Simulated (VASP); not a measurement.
## SnSe2: GW quasiparticle gap

Wanted: how far GW moves the Kohn-Sham levels of SnSe2. The cell is of the CdI2 type, one of the forms listed for this formula. The start is a cell from a database of measured crystal structures.

Main program and level: VASP 6.6.1; PBE, spin-orbit coupling; plane waves and PAW (Sn_d_GW, Se_GW), in the first sound run; inputs show where later runs differ.

### 1. The starting structure

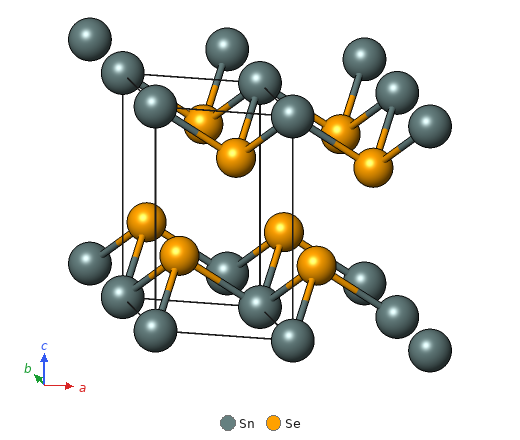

The starting structure, seen slightly off an axis (tin teal, selenium orange). 2×2×1 cells are drawn. Bonds to atoms that aren't drawn are left out. Some periodic images of atoms are drawn too.

Coordinates:

```xyz
3
Lattice="3.8110 0.0000 0.0000 -1.9055 3.3004 0.0000 0.0000 0.0000 6.1360" Properties=species:S:1:pos:R:3 pbc="T T T"
Sn    0.0000    0.0000    0.0000
Se    0.0000    2.2003    1.5279
Se    1.9055    1.1001    4.6081
```

### 2. Ground state

The orbitals come from a self-consistent PBE run with a tight EDIFF and a narrow smearing. KPOINTS_OPT adds the bands along a path, which shows whether the mesh holds the band edges.

The input, INCAR:

```
SYSTEM = SnSe2
PREC = Accurate
ENCUT = 300
EDIFF = 1E-08
NELM = 100
ISMEAR = 0
SIGMA = 0.01
LREAL = .FALSE.
ALGO = Normal
GGA = PE
LNONCOLLINEAR = .TRUE.
MAGMOM = 0 0 0 0 0 0 0 0 0
NBANDS = 38
GGA_COMPAT = .FALSE.
LASPH = .TRUE.
LSORBIT = .TRUE.
LORBIT = 11
LWAVE = .TRUE.
LCHARG = .FALSE.
KPAR = 4
```

The input, POSCAR:

```
SnSe2
1.0
    3.8110000000      0.0000000000      0.0000000000
   -1.9055000000      3.3004228138      0.0000000000
    0.0000000000      0.0000000000      6.1360000000
Sn Se
1 2
Direct
    0.0000000000      0.0000000000      0.0000000000
    0.3333333333      0.6666666667      0.2490000000
    0.6666666667      0.3333333333      0.7510000000
```

The input, KPOINTS:

```
Automatic mesh
0
Gamma
3 3 4
0 0 0
```

The input, KPOINTS_OPT:

```
Line mode
12
Line-mode
Reciprocal
  0.00000000   0.00000000   0.00000000 GAMMA
  0.50000000   0.00000000   0.00000000 M

  0.50000000   0.00000000   0.00000000 M
  0.33333333   0.33333333   0.00000000 K

  0.33333333   0.33333333   0.00000000 K
  0.00000000   0.00000000   0.00000000 GAMMA

  0.00000000   0.00000000   0.00000000 GAMMA
  0.00000000   0.00000000   0.50000000 A

  0.00000000   0.00000000   0.50000000 A
  0.50000000   0.00000000   0.50000000 L

  0.50000000   0.00000000   0.50000000 L
  0.33333333   0.33333333   0.50000000 H

  0.33333333   0.33333333   0.50000000 H
  0.00000000   0.00000000   0.50000000 A

  0.50000000   0.00000000   0.50000000 L
  0.50000000   0.00000000   0.00000000 M

  0.33333333   0.33333333   0.00000000 K
  0.33333333   0.33333333   0.50000000 H
```

PAW data sets: Sn_d_GW and Se_GW (PBE family, release 64).

The run is started by

```
mpirun -np 8 vasp_ncl
```

What it wrote:

```text
[banner, memory and clock lines left out]
running    8 mpi-ranks, on    1 nodes
 distrk:  each k-point on    2 cores,    4 groups
 distr:  one band on    1 cores,    2 groups

 POSCAR found type information on POSCAR SnSe
 POSCAR found :  2 types and       3 ions
|                                                                             |
|           W    W    AA    RRRRR   N    N  II  N    N   GGGG   !!!           |
|           W    W   A  A   R    R  NN   N  II  NN   N  G    G  !!!           |
|           W    W  A    A  R    R  N N  N  II  N N  N  G       !!!           |
|           W WW W  AAAAAA  RRRRR   N  N N  II  N  N N  G  GGG   !            |
|           WW  WW  A    A  R   R   N   NN  II  N   NN  G    G                |
|           W    W  A    A  R    R  N    N  II  N    N   GGGG   !!!           |
|                                                                             |
|     For optimal performance we recommend to set                             |
|       NCORE = 2 up to number-of-cores-per-socket                            |
|     NCORE specifies how many cores store one orbital (NPAR=cpu/NCORE).      |
|     This setting can greatly improve the performance of VASP for DFT.       |
|     The default, NCORE=1 might be grossly inefficient on modern             |
|     multi-core architectures or massively parallel machines. Do your        |
|     Unfortunately you need to use the default for GW and RPA                |
|     calculations (for HF NCORE is supported but not extensively tested      |
|     yet).                                                                   |
|                                                                             |

 LDA part: xc-table for (Slater+PW92), standard interpolation
 POSCAR, INCAR and KPOINTS ok, starting setup
 FFT: planning ... GRIDC
 FFT: planning ... GRID_SOFT
 FFT: planning ... GRID
 WAVECAR not read
 entering main loop
       N       E                     dE             d eps       ncg     rms          rms(c)
DAV:   1     0.188725589339E+03    0.18873E+03   -0.76773E+03  1296   0.366E+03
DAV:   2     0.873887872049E+01   -0.17999E+03   -0.17051E+03  1520   0.866E+02
DAV:   3    -0.110246946280E+02   -0.19764E+02   -0.19513E+02  1400   0.137E+02
DAV:   4    -0.117436721387E+02   -0.71898E+00   -0.71688E+00  1232   0.270E+01
DAV:   5    -0.117832470312E+02   -0.39575E-01   -0.39557E-01  1330   0.101E+01    0.771E+00
DAV:   6    -0.114775516761E+02    0.30570E+00   -0.38105E-01  1392   0.229E+01    0.468E+00
DAV:   7    -0.114512198504E+02    0.26332E-01   -0.22887E-01  1228   0.587E+00    0.155E+00
DAV:   8    -0.114520946329E+02   -0.87478E-03   -0.20211E-02  1272   0.451E+00    0.196E-01
DAV:   9    -0.114518700119E+02    0.22462E-03   -0.32716E-03  1140   0.124E+00    0.124E-01
DAV:  10    -0.114519134512E+02   -0.43439E-04   -0.29165E-04  1272   0.298E-01    0.294E-02
DAV:  11    -0.114519692292E+02   -0.55778E-04   -0.49945E-05  1164   0.659E-02    0.136E-02
DAV:  12    -0.114519818626E+02   -0.12633E-04   -0.12145E-05  1132   0.314E-02    0.286E-03
DAV:  13    -0.114519834011E+02   -0.15385E-05   -0.16737E-06  1092   0.100E-02    0.171E-03
DAV:  14    -0.114519835434E+02   -0.14223E-06   -0.15539E-07   996   0.417E-03    0.742E-04
DAV:  15    -0.114519835239E+02    0.19494E-07   -0.66358E-08   988   0.304E-03    0.192E-04
DAV:  16    -0.114519835278E+02   -0.38776E-08   -0.34542E-09   692   0.106E-03
   1 F= -.11451984E+02 E0= -.11451984E+02  d E =-.140427E-43  mag=     0.0000     0.0000     0.0000
 Start KPOINTS_OPT (optional k-point list driver)
k-point batch [1-10\108]
       N       E                     dE             ncg
DAV:   1     0.206284222569E+02   -0.19255E+04     1280
DAV:   2    -0.178551591740E+04   -0.18061E+04     1520
DAV:   3    -0.200617636760E+04   -0.22066E+03     1368
DAV:   4    -0.201579744622E+04   -0.96211E+01     1296
DAV:   5    -0.201622677099E+04   -0.42932E+00     1312
DAV:   6    -0.201625851751E+04   -0.31747E-01     1316
DAV:   7    -0.201625969482E+04   -0.11773E-02     1208
DAV:   8    -0.201625979531E+04   -0.10049E-03     1308
DAV:   9    -0.201625979664E+04   -0.13234E-05     1160
DAV:  10    -0.201625979673E+04   -0.89506E-07     1068
DAV:  11    -0.201625979673E+04   -0.12597E-08      784
[...]
k-point batch [101-108\108]
       N       E                     dE             ncg
DAV:   1     0.124667338741E+04   -0.56159E+04     1024
DAV:   2    -0.176726264929E+03   -0.14234E+04     1216
DAV:   3    -0.335472874785E+03   -0.15875E+03     1060
DAV:   4    -0.341186208856E+03   -0.57133E+01     1024
DAV:   5    -0.341473525610E+03   -0.28732E+00     1024
DAV:   6    -0.341492259815E+03   -0.18734E-01     1048
DAV:   7    -0.341493153832E+03   -0.89402E-03      968
DAV:   8    -0.341493261603E+03   -0.10777E-03     1072
DAV:   9    -0.341493269471E+03   -0.78678E-05      920
DAV:  10    -0.341493270487E+03   -0.10159E-05      968
DAV:  11    -0.341493270632E+03   -0.14550E-06      676
DAV:  12    -0.341493270654E+03   -0.22274E-07      600
DAV:  13    -0.341493270658E+03   -0.31620E-08      540
 writing wavefunctions
```

Run time: 58 s. Hardware: 8 MPI ranks of AMD EPYC 7R43, shared host; peak memory 1.7 GiB.

The logs omit lines about the potential files and the build; timing stands in the text.

Parts of OUTCAR (step 2):

```text
ion  position               nearest neighbor table
   1  0.000  0.000  0.000-   2 2.68   3 2.68   2 2.68   3 2.68   3 2.68   2 2.68
   2  0.333  0.667  0.249-   1 2.68   1 2.68   1 2.68
   3  0.667  0.333  0.751-   1 2.68   1 2.68   1 2.68

  LATTYP: Found a hexagonal cell.
 ALAT       =     3.8110000000
 C/A-ratio  =     1.6100760955

 Subroutine GETGRP returns: Found 12 space group operations
 (whereof 12 operations were pure point group operations)

The static configuration has the point symmetry D_3d.

 Found     10 irreducible k-points:

   k-points           NKPTS =     10   k-points in BZ     NKDIM =     10   number of bands    NBANDS=     38

   dimension x,y,z NGX =    24 NGY =   24 NGZ =   36
   dimension x,y,z NGXF=    48 NGYF=   48 NGZF=   72

   ENCUT  =  300.0 eV  22.05 Ry    4.70 a.u.   5.38  5.38  8.67*2*pi/ulx,y,z

   NELECT =      26.0000    total number of electrons

 k-points in reciprocal lattice and weights: Automatic mesh
   0.00000000  0.00000000  0.00000000       0.028
   0.33333333  0.00000000  0.00000000       0.167
   0.33333333  0.33333333  0.00000000       0.056
   0.00000000  0.00000000  0.25000000       0.056
   0.33333333  0.00000000  0.25000000       0.167
   0.00000000  0.33333333  0.25000000       0.167
   0.33333333  0.33333333  0.25000000       0.111
   0.00000000  0.00000000  0.50000000       0.028
   0.33333333  0.00000000  0.50000000       0.167
   0.33333333  0.33333333  0.50000000       0.056

 average (electrostatic) potential at core
       1 -77.1945       2 -54.0399       3 -54.0399

 E-fermi :   3.5423

 k-point     1 :       0.0000    0.0000    0.0000
  band No.  band energies     occupation
    ...
     22       2.8673      1.00000
     23       3.1348      1.00000
     24       3.1348      1.00000
     25       3.4463      1.00000
     26       3.4463      1.00000
     27       4.4659      0.00000
     28       4.4659      0.00000
     29       6.2687      0.00000
     30       6.2687      0.00000
     31       7.7919      0.00000
    ...

 k-point     2 :       0.3333    0.0000    0.0000
  band No.  band energies     occupation
    ...
     22       1.0401      1.00000
     23       2.8009      1.00000
     24       2.8009      1.00000
     25       3.2191      1.00000
     26       3.2191      1.00000
     27       4.9042      0.00000
     28       4.9042      0.00000
     29       7.3272      0.00000
     30       7.3272      0.00000
     31       8.8764      0.00000
    ...

 k-point     3 :       0.3333    0.3333    0.0000
  band No.  band energies     occupation
    ...
     22       0.0226      1.00000
     23       1.8380      1.00000
     24       1.8380      1.00000
     25       1.8924      1.00000
     26       1.8924      1.00000
     27       4.8042      0.00000
     28       4.8042      0.00000
     29       9.9040      0.00000
     30       9.9040      0.00000
     31      10.1068      0.00000
    ...

  Total        3.6360861      3.6360861      2.2478525      0.0000000      0.0000000     -0.0000000
  in kB       75.4832968     75.4832968     46.6642746      0.0000000      0.0000000     -0.0000000
  external PRESSURE =      65.8769560 kB  Pullay stress =       0.0000000 kB

  energy-cutoff  :      300.00
  volume of cell :       77.18
      direct lattice vectors                 reciprocal lattice vectors
     3.811000000  0.000000000  0.000000000     0.262398321  0.151495741  0.000000000
    -1.905500000  3.300422814  0.000000000     0.000000000  0.302991482  0.000000000
     0.000000000  0.000000000  6.136000000     0.000000000  0.000000000  0.162972621

 POSITION                                       TOTAL-FORCE (eV/Angst)
 -----------------------------------------------------------------------------------
      0.00000      0.00000      0.00000         0.000000      0.000000     -0.000000
     -0.00000      2.20028      1.52786         0.000000      0.000000      0.644279
      1.90550      1.10014      4.60814        -0.000000      0.000000     -0.644279
 -----------------------------------------------------------------------------------
    total drift:                                0.000000      0.000000     -0.000000

  FREE ENERGIE OF THE ION-ELECTRON SYSTEM (eV)
  ---------------------------------------------------
  free  energy   TOTEN  =       -11.4519835278 eV

  energy  without entropy=      -11.4519835278  energy(sigma->0) =      -11.45198353

 Spin-Orbit-Coupling matrix elements
 Ion:    1  E_soc:     -0.1395543
 Ion:    2  E_soc:     -0.0530498
 Ion:    3  E_soc:     -0.0530498

 total charge
# of ion       s       p       d       f       tot
--------------------------------------------------
    1        0.998   1.007  10.201   0.041  12.247
    2        1.467   2.324   0.028   0.000   3.820
    3        1.467   2.324   0.028   0.000   3.820
--------------------------------------------------
tot          3.933   5.655  10.258   0.041  19.886

 magnetization (x)
# of ion       s       p       d       f       tot
--------------------------------------------------
    1        0.000   0.000   0.000   0.000   0.000
    2        0.000   0.000   0.000   0.000   0.000
    3        0.000   0.000   0.000   0.000   0.000
--------------------------------------------------
tot          0.000   0.000   0.000   0.000   0.000

 magnetization (y)
# of ion       s       p       d       f       tot
--------------------------------------------------
    1        0.000   0.000  -0.000   0.000  -0.000
    2        0.000   0.000  -0.000   0.000  -0.000
    3        0.000   0.000  -0.000   0.000   0.000
--------------------------------------------------
tot          0.000   0.000  -0.000   0.000   0.000

 magnetization (z)
# of ion       s       p       d       f       tot
--------------------------------------------------
    1        0.000   0.000   0.000   0.000   0.000
    2        0.000   0.000   0.000   0.000   0.000
    3        0.000   0.000   0.000   0.000   0.000
--------------------------------------------------
tot          0.000   0.000   0.000   0.000   0.000

[... 3 further parts left out ...]
```

LASPH is switched on together with spin-orbit coupling, so the change from the scalar run holds both.

Numbers from this step:

```
free energy (TOTEN)               : -11.45 eV
Fermi energy                      : 3.542 eV
pressure                          : 6.588 GPa
least gap on mesh and path        : 0.6784 eV
least direct gap on mesh and path : 1.020 eV
```

The spin moment in the PAW sphere vanishes on all atoms.

On-site spin-orbit energy by atom:

```csv
atom,on-site spin-orbit energy (eV)
Sn1,-0.140
Se2,-0.053
Se3,-0.053
```

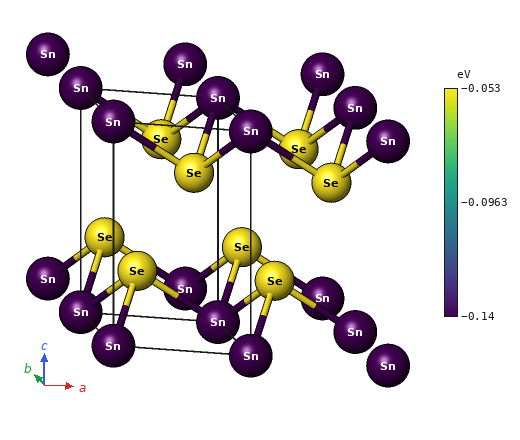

Atoms coloured by on-site spin-orbit energy. Bonds to atoms that aren't drawn are left out. 2×2×1 cells are drawn. Some periodic images of atoms are drawn too.

The highest empty bands on the path are converged less tightly, to about 0.1 eV. Electronic bands along the path, in eV, zero at the valence-band top; v1 is the highest filled band, c1 the lowest empty one:

```csv
point,v4,v3,v2,v1,c1,c2,c3,c4
Γ,-0.34,-0.34,-0.02,-0.02,1.00,1.00,2.80,2.80
M,-1.30,-1.30,-0.37,-0.37,1.07,1.07,3.67,3.67
K,-1.63,-1.63,-1.58,-1.58,1.33,1.33,6.43,6.43
Γ,-0.34,-0.34,-0.02,-0.02,1.00,1.00,2.80,2.80
A,-0.45,-0.45,-0.18,-0.18,2.36,2.36,2.76,2.76
L,-1.00,-1.00,-0.71,-0.71,0.79,0.79,4.15,4.15
H,-0.49,-0.49,-0.40,-0.40,2.46,2.46,4.53,4.53
A,-0.45,-0.45,-0.18,-0.18,2.36,2.36,2.76,2.76
jump to L,-1.00,-1.00,-0.71,-0.71,0.79,0.79,4.15,4.15
M,-1.30,-1.30,-0.37,-0.37,1.07,1.07,3.67,3.67
jump to K,-1.63,-1.63,-1.58,-1.58,1.33,1.33,6.43,6.43
H,-0.49,-0.49,-0.40,-0.40,2.46,2.46,4.53,4.53
```

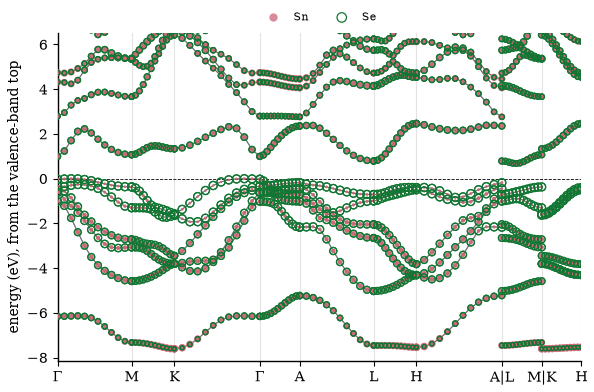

Electronic bands along the path; dots are coloured as in the legend, and their area grows with the weight.

The cell has a gap of 0.678 eV on mesh and path and a pressure of +6.6 GPa, which holds the misfit of the given cell and coordinates with this functional, and any error of cutoff, mesh and data sets. Forces of up to 0.64 eV/Å remain in these settings.

### 3. Empty bands, SOC yes, program vasp ncl

ALGO = Exact makes the empty bands from the converged ground state in one step. LOPTICS writes the k-derivatives of the orbitals (WAVEDER), which give the long-wavelength limit of the screening.

The input, INCAR:

```
SYSTEM = SnSe2
PREC = Accurate
ENCUT = 300
ISMEAR = 0
SIGMA = 0.01
LREAL = .FALSE.
GGA = PE
LNONCOLLINEAR = .TRUE.
MAGMOM = 0 0 0 0 0 0 0 0 0
NBANDS = 464
GGA_COMPAT = .FALSE.
LASPH = .TRUE.
LSORBIT = .TRUE.
ALGO = Exact
NELM = 1
LWAVE = .TRUE.
LCHARG = .FALSE.
LOPTICS = .TRUE.
NEDOS = 1000
CSHIFT = 0.1
```

POSCAR is that of step 2.

KPOINTS is that of step 2.

The run is started by

```
mpirun -np 8 vasp_ncl
```

What it wrote:

```text
[banner, memory and clock lines left out]
running    8 mpi-ranks, on    1 nodes
 distrk:  each k-point on    8 cores,    1 groups
 distr:  one band on    1 cores,    8 groups

 POSCAR found type information on POSCAR SnSe
 POSCAR found :  2 types and       3 ions
 [... a notice as in an earlier step ...]

 LDA part: xc-table for (Slater+PW92), standard interpolation
 found WAVECAR, reading the header
  number of bands has changed, file:    38 present:   464
  trying to continue reading WAVECAR, but it might fail
 POSCAR, INCAR and KPOINTS ok, starting setup
 FFT: planning ... GRIDC
 FFT: planning ... GRID_SOFT
 FFT: planning ... GRID
 reading WAVECAR
 random initialization beyond band           38
 the WAVECAR file was read successfully
 initial charge from wavefunction
 entering main loop
       N       E                     dE             d eps       ncg     rms          rms(c)
DIA:   1    -0.114519835387E+02   -0.11452E+02    0.00000E+00     0   0.000E+00
   1 F= -.11451984E+02 E0= -.11451984E+02  d E =-.103752E-24  mag=     0.0000    -0.0000    -0.0000
 writing wavefunctions
 optical routines
 imaginary and real dielectric function
 recalculating local potential from charge density
 direction            1
 direction            2
 direction            3
```

Elapsed: 27 s, on 8 MPI ranks; peak memory 2 GiB; 3.2 min of CPU time.

OUTCAR, selected parts (step 3):

```text
The static configuration has the point symmetry D_3d.

 Found     10 irreducible k-points:

   k-points           NKPTS =     10   k-points in BZ     NKDIM =     10   number of bands    NBANDS=    464

   NELECT =      26.0000    total number of electrons

 E-fermi :   3.5161

 k-point     1 :       0.0000    0.0000    0.0000
  band No.  band energies     occupation
    ...
     22       2.8674      1.00000
     23       3.1348      1.00000
     24       3.1348      1.00000
     25       3.4463      1.00000
     26       3.4463      1.00000
     27       4.4659      0.00000
     28       4.4659      0.00000
     29       6.2687      0.00000
     30       6.2687      0.00000
     31       7.7919      0.00000
    ...

 k-point     2 :       0.3333    0.0000    0.0000
  band No.  band energies     occupation
    ...
     22       1.0401      1.00000
     23       2.8009      1.00000
     24       2.8009      1.00000
     25       3.2191      1.00000
     26       3.2191      1.00000
     27       4.9043      0.00000
     28       4.9043      0.00000
     29       7.3272      0.00000
     30       7.3272      0.00000
     31       8.8764      0.00000
    ...

  Total        3.6364506      3.6364506      2.2478926      0.0000000      0.0000000     -0.0000000
  in kB       75.4908628     75.4908628     46.6651053      0.0000000      0.0000000     -0.0000000
  external PRESSURE =      65.8822769 kB  Pullay stress =       0.0000000 kB

 POSITION                                       TOTAL-FORCE (eV/Angst)
 -----------------------------------------------------------------------------------
      0.00000      0.00000      0.00000        -0.000000      0.000000     -0.000000
     -0.00000      2.20028      1.52786         0.000000      0.000000      0.644289
      1.90550      1.10014      4.60814        -0.000000      0.000000     -0.644289
 -----------------------------------------------------------------------------------
    total drift:                                0.000000      0.000000     -0.000000

  FREE ENERGIE OF THE ION-ELECTRON SYSTEM (eV)
  ---------------------------------------------------
  free  energy   TOTEN  =       -11.4519835387 eV

  energy  without entropy=      -11.4519835387  energy(sigma->0) =      -11.45198354

 plasma frequency squared (from intraband transitions) (eV^2)
  --------------------------------------------------------------------------------------
       0.000       0.000       0.000
       0.000       0.000       0.000
       0.000      -0.000       0.000

 Spin-Orbit-Coupling matrix elements
 Ion:    1  E_soc:     -0.1395547
 Ion:    2  E_soc:     -0.0530498
 Ion:    3  E_soc:     -0.0530498

[... 7 parts as in an earlier step ...]

[... 5 further parts left out ...]
```

WAVECAR now holds 464 bands for 26 electrons. Its independent-particle dielectric tensor has xx, yy, zz = 22.9, 22.9, 18.2 on this mesh, which isn't tested for convergence in mesh or bands and lacks local fields.

[end of part 1 of 3]

[Lines on the potential files, build, host, timing and source positions are cut from VASP's logs without a mark.]

[Logs are printed without paths, hosts, clocks, repeated set-up lines and the standing remarks that a program may print on its own settings, such as how far it seeks lower states.]

[Hosts, paths, dates, database ids (printed as entryN), source tags and the programs' standing remarks are cut or masked in the printed files.]

[Pressures printed for these runs are not shown converged in the cutoff: they can be off by several GPa and have the wrong sign.]
